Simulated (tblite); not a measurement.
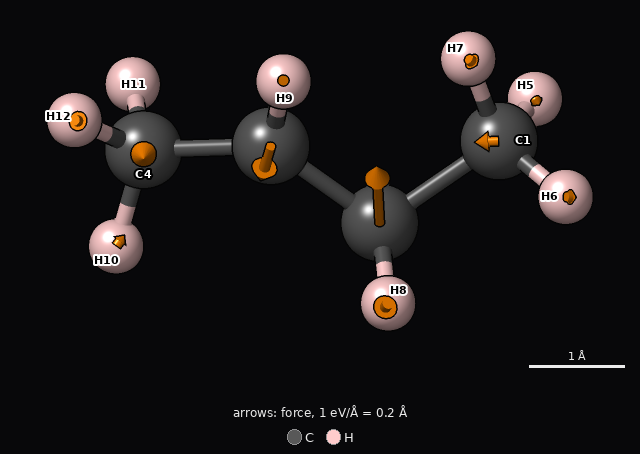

Starting geometry of C₄H₈ (charge +1, multiplicity 2) with the computed forces as orange arrows. Style: ball-and-stick. Shown face on.

The calculation used GFN2-xTB geometry optimisation, gas phase in tblite. 

Q: What follows when this structure is relaxed?

A: It isn't relaxed: the largest force vector, on a C atom, is 5.26 eV/Å. The final displacements have little in common with the starting forces (cosine between the two patterns 0.29). The largest move after the best rigid fit is that of an H atom, 1.03 Å. By element the largest moves are H 1.03 Å, C 0.38 Å. Near-neighbour distances that change, for instance: C–C 1.547 → 1.445 Å, C–C 1.472 → 1.383 Å, C–C 1.490 → 1.445 Å, C–H 1.136 → 1.100 Å. Bond angles that change, for instance: C–C–C 105.7° → 124.1°, H–C–H 116.4° → 101.0°, C–C–H 104.2° → 117.5°. Groups turn about C–C by about 35°. After 71 geometry steps the energy has fallen by 208.0 kJ/mol.
